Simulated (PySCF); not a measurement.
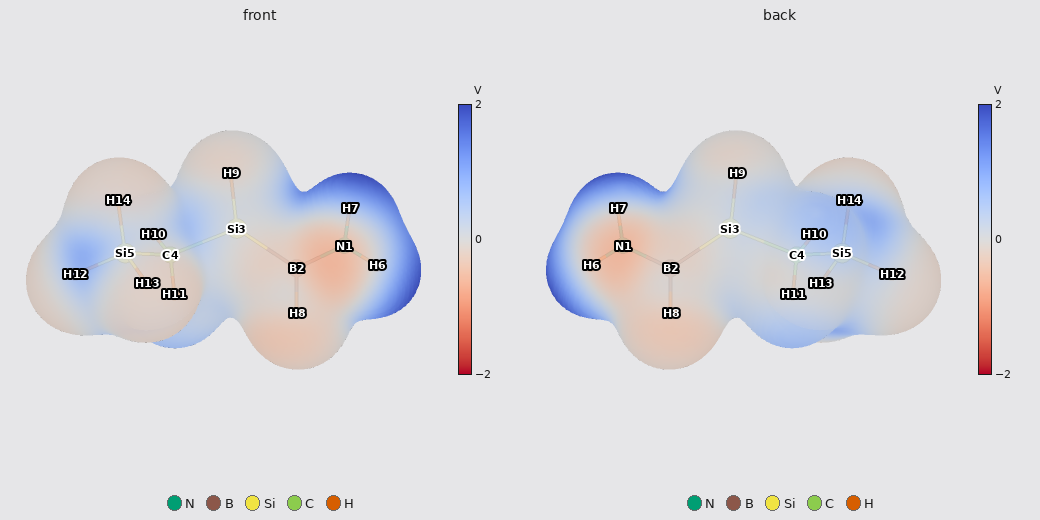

The picture shows: CH9BNSi2 (SMILES NB[SiH]C[SiH3]) (doublet). The electrostatic potential painted on the density surface at 0.002 e/bohr³, seen from the front and from behind; the colour scale runs from red (negative) to blue (positive).

Geometry: GFN2-xTB.

Level of theory: UKS B3LYP, pcH-1 on B C H N Si, non-relativistic, mean-field spin-orbit, GIAO (PySCF 2.14.0, density-fitted response routines).

```yaml
atoms:
  - { symbol: N, position_ang: [-3.2064, 0.4011, 0.0673] }
  - { symbol: B, position_ang: [-2.0067, -0.3310, 0.0093] }
  - { symbol: Si, position_ang: [-0.4490, 0.2545, 0.9157] }
  - { symbol: C, position_ang: [1.2235, -0.6681, 0.9297] }
  - { symbol: Si, position_ang: [2.5956, 0.1541, -0.0896] }
  - { symbol: H, position_ang: [-4.0518, 0.1163, -0.3957] }
  - { symbol: H, position_ang: [-3.3175, 1.2604, 0.5770] }
  - { symbol: H, position_ang: [-2.0379, -1.3254, -0.6240] }
  - { symbol: H, position_ang: [-0.2486, 1.4756, 1.7209] }
  - { symbol: H, position_ang: [1.5704, -0.7827, 1.9576] }
  - { symbol: H, position_ang: [1.0642, -1.6782, 0.5497] }
  - { symbol: H, position_ang: [3.8373, -0.6265, -0.0265] }
  - { symbol: H, position_ang: [2.1631, 0.2534, -1.4872] }
  - { symbol: H, position_ang: [2.8631, 1.4959, 0.4338] }
```

Question: Describe the electrostatic potential map.

Answer: The most negative region (about −0.6 V) lies over N1, the most positive (about +1.9 V) over H6 and H7.
